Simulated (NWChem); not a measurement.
# One shape, several levels: doublet CuF+

We compute a comparison of 4 runs (UHF/def2-TZVPP, U-r2SCAN/def2-TZVPP, UPBE0/def2-TZVPP, UMP2/def2-TZVPP) of doublet CuF+. 

The results are computed with NWChem 7.3.0.

9 further runs of the same task are left out: 8 that didn't finish, 1 set aside as unsound or not needed. Runs told in other sessions of the task aren't counted.

### 1 The structure to begin with

The species is CuF+ (2 atoms), meant as a doublet with charge +1. As SMILES of the parent species, `[F][Cu]`. The shape is that of a PBE0-D4/def2-TZVP optimisation. That shape belongs to the parent species and isn't relaxed for this state.

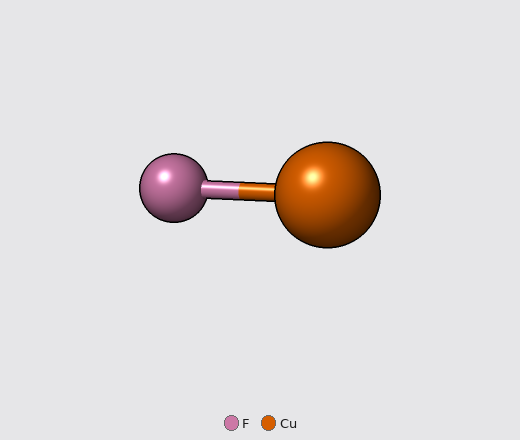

Viewed from a chosen angle; fluorine pink, copper orange.

### 2 The energy at UHF/def2-TZVPP (run 1)

cuf.xyz reads:

```xyz
2
CuF
F      0.751010    -0.268940     0.377080
Cu    -0.751010     0.268940    -0.377080
```

run.py reads:

```python
from ase.io import read
from ase.calculators.nwchem import NWChem

mol = read('cuf.xyz')

calc = NWChem(
    label='cuf',
    theory='scf',
    memory='2200 mb',
    basis='def2-TZVPP',
    basispar='spherical bse',
    charge=1,
    scf={'nopen': '1', 'uhf': None, 'thresh': '1e-08', 'maxiter': '80'},
    task='energy',
)
mol.calc = calc

print("Total energy (eV):", round(mol.get_potential_energy(), 6))
```

On the command line:

```sh
$ export ASE_NWCHEM_COMMAND="nwchem PREFIX.nwi > PREFIX.nwo"
$ python run.py
```

Standard output:

```text
Total energy (eV): -47295.483458
```

The calculator wrote cuf.nwi:

```
title "cuf"

permanent_dir cuf

scratch_dir cuf

start cuf

geometry units angstrom nocenter noautosym noautoz
  F  7.5100999999999996e-01 -2.6894000000000001e-01 3.7708000000000003e-01
  Cu -7.5100999999999996e-01 2.6894000000000001e-01 -3.7708000000000003e-01
end

charge 1

memory 2200 mb

basis spherical bse noprint
   * library def2-TZVPP
end

scf
  nopen 1
  uhf
  thresh 1e-08
  maxiter 80
end

task scf energy
```

cuf.nwo:

```text
Northwest Computational Chemistry Package (NWChem) 7.3.0
             --------------------------------------------------------

           Job information
           ---------------

    nwchem branch   = 7.3.0
    use scalapack   = T
    input           = cuf.nwi
    prefix          = cuf.
    data base       = cuf/cuf.db
    status          = startup
    nproc           =        1

           Memory information
           ------------------

[... 5 lines left out ...]
    hardfail = no
[... 94 lines left out ...]
 1-e energy   =   -2510.678715
[... 9 lines left out ...]
 Convergence threshold     :          1.000E-08
[... 16 lines left out ...]
      One electron energy =  -2573.728051077376
[... 9 lines left out ...]
          Final alpha eigenvalues
[... 267 lines left out ...]
                     UHF Final Beta Molecular Orbital Analysis
[... 245 lines left out ...]
       Multipole analysis of the density wrt the origin
       ------------------------------------------------

     L   x y z        total         alpha         beta         nuclear
     -   - - -        -----         -----         ----         -------
     0   0 0 0      1.000000    -19.000000    -18.000000     38.000000

     1   1 0 0     -1.254998     12.914312     14.214752    -28.384062
[... 8 lines of this table left out ...]
     2   0 0 2     -9.242222    -14.620681    -13.916696     19.295155

 Task  times  cpu:       77.1s     wall:       77.1s
 Total times  cpu:       77.1s     wall:       77.1s
```

Run time: 78 s. Hardware: 1 thread of Intel Xeon Platinum 8259CL at 2.50GHz (Skylake/Cascade Lake), shared host; peak memory 0.12 GiB.

### 3 The energy at U-r2SCAN/def2-TZVPP (run 2)

run.py reads:

```python
from ase import Atoms
from ase.calculators.nwchem import NWChem

mol = Atoms(['F', 'Cu'], positions=[
    [0.751010, -0.268940, 0.377080],
    [-0.751010, 0.268940, -0.377080],
])

calc = NWChem(
    label='cuf',
    theory='dft',
    memory='2200 mb',
    basis='def2-TZVPP',
    basispar='spherical bse',
    charge=1,
    dft={'xc': 'r2scan', 'mult': '2', 'grid': 'fine', 'convergence': 'energy 1e-08', 'iterations': '100', 'mulliken': None},
    task='energy',
)
mol.calc = calc

print(f"energy = {mol.get_potential_energy():.6f} eV")
```

On the command line:

```sh
$ export ASE_NWCHEM_COMMAND="nwchem PREFIX.nwi > PREFIX.nwo"
$ python run.py
```

Standard output:

```text
energy = -47346.863118 eV
```

The calculator wrote cuf.nwi:

```
title "cuf"

permanent_dir cuf

scratch_dir cuf

start cuf

geometry units angstrom nocenter noautosym noautoz
  F  7.5100999999999996e-01 -2.6894000000000001e-01 3.7708000000000003e-01
  Cu -7.5100999999999996e-01 2.6894000000000001e-01 -3.7708000000000003e-01
end

charge 1

memory 2200 mb

basis spherical bse noprint
   * library def2-TZVPP
end

dft
  xc r2scan
  mult 2
  grid fine
  convergence energy 1e-08
  iterations 100
  mulliken
end

task dft energy
```

cuf.nwo:

```text
Northwest Computational Chemistry Package (NWChem) 7.3.0
             --------------------------------------------------------

           Job information
           ---------------

    nwchem branch   = 7.3.0
    use scalapack   = T
    input           = cuf.nwi
    prefix          = cuf.
    data base       = cuf/cuf.db
    status          = startup
    nproc           =        1

           Memory information
           ------------------

[... 5 lines left out ...]
    hardfail = no
[... 34 lines left out ...]
            Nuclear Dipole moment (a.u.)
[... 55 lines left out ...]
          Convergence on density requested:  1.00D-05
[... 23 lines left out ...]
          Convergence aids based upon iterative change in
[... 31 lines left out ...]
 2-e energy   =     722.819797
[... 48 lines left out ...]
           Coulomb energy =      828.088857229127
[... 712 lines left out ...]
                     DFT Final Beta Molecular Orbital Analysis
[... 789 lines left out ...]
     Multipole analysis of the density
     ---------------------------------

     L   x y z        total         alpha         beta         nuclear
     -   - - -        -----         -----         ----         -------
     0   0 0 0      1.000000    -19.000000    -18.000000     38.000000

     1   1 0 0     -2.114209     13.137864     13.131989    -28.384062
[... 8 lines of this table left out ...]
     2   0 0 2     -9.648085    -14.816186    -14.127053     19.295155

 Task  times  cpu:      153.2s     wall:      153.2s
 Total times  cpu:      153.2s     wall:      153.2s
```

Wall time 2.6 min (1 thread of Intel Xeon Platinum 8259CL at 2.50GHz (Skylake/Cascade Lake), shared host); peak memory 0.13 GiB.

Run 3 isn't shown in full; the table further down has it.

### 4 A single-point energy at UMP2/def2-TZVPP (run 4)

input.nw reads:

```
start input
memory stack 880 mb heap 220 mb global 1100 mb
charge 1

geometry units angstrom noautosym nocenter noautoz
  F        0.751010      -0.268940       0.377080
  Cu      -0.751010       0.268940      -0.377080
end

basis spherical bse
  * library def2-TZVPP
end

scf
  nopen 1
  uhf
  thresh 1e-08
  maxiter 80
  print low
end

mp2
  freeze core 6
  tight
end

task mp2
```

On the command line:

```sh
$ nwchem input.nw > input.out
```

Standard output:

```text
[...]
  functions       =    95
[...]
  wavefunction    = UHF
[...]
         Total SCF energy =  -1738.076973203986
      One electron energy =  -2573.728051077338
      Two electron energy =    757.385127269227
 Nuclear repulsion energy =     78.265950604125
                       Sz =      0.5000
                 Sz(Sz+1) =      0.7500
                      S^2 =      0.7569
[...]
          Total MP2 energy         -1739.093106667829
[...]
```

Wall time 93 s (1 thread of Intel Xeon Platinum 8259CL at 2.50GHz (Skylake/Cascade Lake), shared host); peak memory 0.28 GiB.

### 5 The series

| run | level | iteration cap | module | energy (Eh) | HOMO energy (eV) | LUMO energy (eV) | ⟨S²⟩ | wall time |
| --- | --- | --- | --- | --- | --- | --- | --- | --- |
| 1 | UHF/def2-TZVPP | 80 | scf | -1738.076973 | -21.02 | -6.70 | 0.757 | 78 s |
| 2 | U-r2SCAN/def2-TZVPP | 100 | dft | -1739.965141 | -15.66 | -14.92 | 0.755 | 2.6 min |
| 3 | UPBE0/def2-TZVPP | 100 | dft | -1739.676985 | -17.59 | -13.59 | 0.757 | 1.8 min |
| 4 | UMP2/def2-TZVPP | 80 | mp2 | -1739.093107 | – | – | 0.757 | 93 s |

### 6 What came out

```
                                          quantity           value
                               run 4: total energy  -1739.09311 Eh
run 4: correlation energy (6 core orbitals frozen)     -1016.1 mEh
          run 4: ⟨S²⟩ of the reference determinant           0.757
```

Totals of different functionals can't be ranked against each other. All runs together took 7.2 min, the longest 2.6 min.
